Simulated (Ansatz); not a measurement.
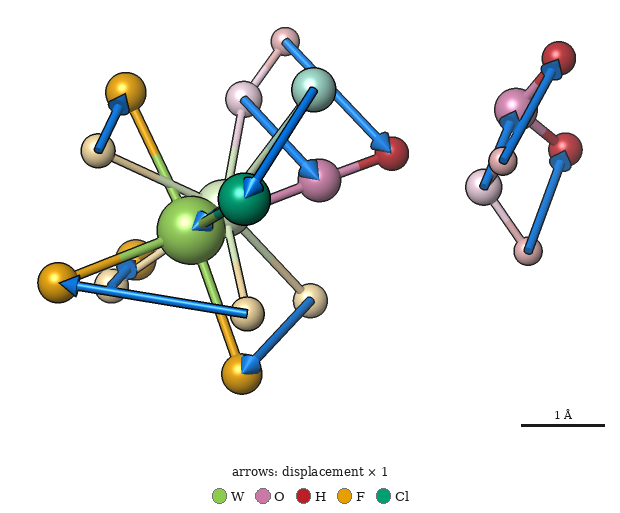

A relaxation of WH3O2ClF4. The starting structure is drawn faded, the final one solid; blue arrows show the displacements, at their true length. The two geometries are superimposed by the best rigid fit.

A ball-and-stick model, seen at a tilt.

The run prepares an end point of a later path (reaction) calculation, from a guessed geometry.

These are results of RHF/def2-SVP in Ansatz, not measurements.

Input file:
```yaml
crystal:
  periodic: [false, false, false]
  atoms:
    - { symbol: W, position_ang: [0.133543, 0.358508, -0.406431] }
    - { symbol: O, position_ang: [0.454508, -0.418993, 2.6329] }
    - { symbol: H, position_ang: [-0.224944, -0.919079, 3.07193] }
    - { symbol: O, position_ang: [1.77677, -0.385542, -0.330782] }
    - { symbol: H, position_ang: [2.578706, -0.66591, 0.115093] }
    - { symbol: F, position_ang: [0.526337, 1.642312, -1.676361] }
    - { symbol: F, position_ang: [-1.493458, 1.091658, 0.052936] }
    - { symbol: F, position_ang: [-0.570642, -1.186179, 0.323619] }
    - { symbol: F, position_ang: [-0.47729, -0.424026, -1.966426] }
    - { symbol: Cl, position_ang: [0.979749, 2.024048, 1.072999] }
    - { symbol: H, position_ang: [0.461321, 0.449104, 3.062322] }
basis:
  gaussian: { orbitals: def2-SVP }
hamiltonian:
  xc: hf
relax:
  f_tol: 0.03
  max_steps: 50
```

Run as
```bash
ansatz run input.yaml --threads 4 --pin off --max-ram 5120MiB --backend cpu --events-out ev --progress --plain --runs-dir out
```

> Describe the change and its energy.

Over 28 accepted moves (31 points after the start) the energy falls by 0.834 eV. Largest force component: 1.2 eV/Å at the start, 0.012 eV/Å at the end. The line search rejected the trial steps at points 16, 19, 22 of the run. The largest move after the best rigid fit is that of F7, 2.33 Å. Largest moves by element: F 2.33 Å, H 2.14 Å, Cl 1.84 Å, O 1.62 Å, W 0.58 Å. Some distances before and after: W1–O2 3.154 → 4.399 Å, W1–Cl10 2.383 → 2.316 Å, W1–O4 1.805 → 1.775 Å, O2–H11 0.969 → 0.947 Å. Bond angles that change, for instance: F8–W1–Cl10 118.3° → 91.4°, W1–O4–H5 154.2° → 176.1°, O4–W1–F7 163.2° → 179.6°.

Limits of the set-up: the start holds two separate molecules, 2.6 Å apart at their closest, whose relative position is a soft coordinate and is computed without a dispersion correction; Hartree-Fock leaves out electron correlation.
